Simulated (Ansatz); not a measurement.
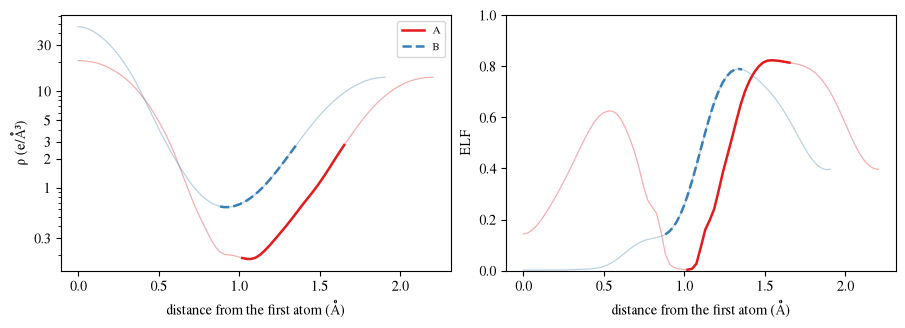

Figure. Na₂ZnF₄. Valence charge density (pseudo) and electron localisation function along straight lines between neighbouring atoms. Thin, pale parts lie inside the atomic spheres.

Space group I-4; a structure from a database of computed crystals, not necessarily the ambient phase; started from the Al2ZnS4-82 prototype, which need not be the ambient phase.

Method: DFT, PBEsol, plane waves, PAW (Ansatz 0.2.0).

The density is the valence pseudo-density of a PAW calculation; it isn't the true density close to the nuclei.

Q: Which curve belongs to which contact (Na–F and Zn–F)? The first atom named is at distance zero.

A: Curve A: Na–F (2.20 Å): the density is about 0.19 e/Å³ at the midpoint; the ELF peaks at about 0.80 in the valence shell of F, 0.7 Å from its nucleus, and is about 0.10 at the midpoint: a closed-shell, largely ionic contact. Curve B: Zn–F (1.91 Å): the density is about 0.64 e/Å³ at the midpoint; the ELF peaks at about 0.80 in the valence shell of F, 0.6 Å from its nucleus, and is about 0.20 at the midpoint: no shared electron pair shows on this line.
